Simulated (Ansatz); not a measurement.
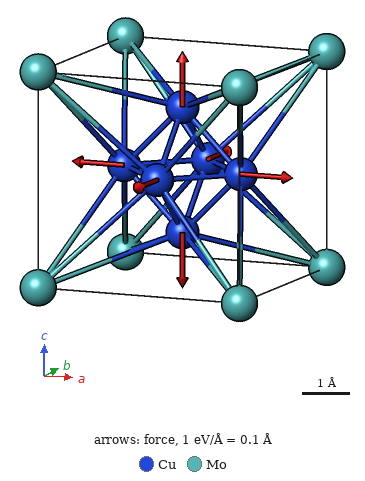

Starting geometry of solid Cu₆Mo (a generated structure, set up in Pm-3m) (coarse preliminary run) with the computed forces as red arrows. The picture is a ball-and-stick view of the cell of the calculation, seen slightly off an axis.

Level of theory: DFT PBE, scalar-relativistic, plane waves, PAW in Ansatz 0.2.0.

The input:
```yaml
crystal:
  lattice:
    - [4.76800393, 0.0, 0.0]
    - [0.0, 4.76800393, 0.0]
    - [0.0, 0.0, 4.76800393]
  atoms:
    - { symbol: Cu, position: [0.20999999, 0.5, 0.5] }
    - { symbol: Cu, position: [0.5, 0.20999999, 0.5] }
    - { symbol: Cu, position: [0.79000001, 0.5, 0.5] }
    - { symbol: Cu, position: [0.5, 0.79000001, 0.5] }
    - { symbol: Cu, position: [0.5, 0.5, 0.20999999] }
    - { symbol: Cu, position: [0.5, 0.5, 0.79000001] }
    - { symbol: Mo, position: [0.0, 0.0, 0.0] }
basis:
  ecutwfc: 420
kpoints:
  mp_grid: { grid: [4, 4, 4] }
hamiltonian:
  xc: pbe
scf:
  occupations: { method: gaussian, width: 0.1 }
  lower_state_search: "off"
output:
  forces: true
  stress: true
  eigenvalues: true
relax:
  adjacent_minimum: "off"
  f_tol: 0.04
  max_steps: 70
  cell: { stress_tol: 0.4 }
```

Run as
```bash
ansatz run input.yaml --threads 1 --pin off --max-ram 2560MiB --backend cpu --events-out ev --progress --plain --runs-dir out
```

> Is this structure relaxed? If not, where do the atoms go?

It isn't relaxed: the largest force vector, on Cu atoms, is 12.52 eV/Å. The atoms end up moving mostly along the starting forces (cosine between the two patterns 1.00). Over 7 accepted moves (9 points after the start) the energy falls by 9.379 eV per cell of the calculation. Largest force component: 13 eV/Å at the start, 0.0064 eV/Å at the end. Pressure: 68.94 GPa at the start and −0.23 GPa at the end. The SCF was repeated twice at an unchanged geometry on a basis and grid sized afresh for the cell, which shifted the energy by 0.271 eV per cell of the calculation at most. The largest moves relative to the cell, 0.064 Å, are those of Cu1, Cu2, Cu3, Cu4, Cu5 and Cu6. Cu3 goes along +a. Mo stays in place. The drawn cell changes as follows: a = b = c 4.768 → 5.486 Å (+15.1 %); the volume changes by +52.3 %. Some distances before and after: Cu1–Mo7 3.517 → 4.029 Å, Cu1–Cu2 1.955 → 2.341 Å, Cu1–Cu3 2.003 → 2.176 Å. The space group stays Pm-3m (No. 221).
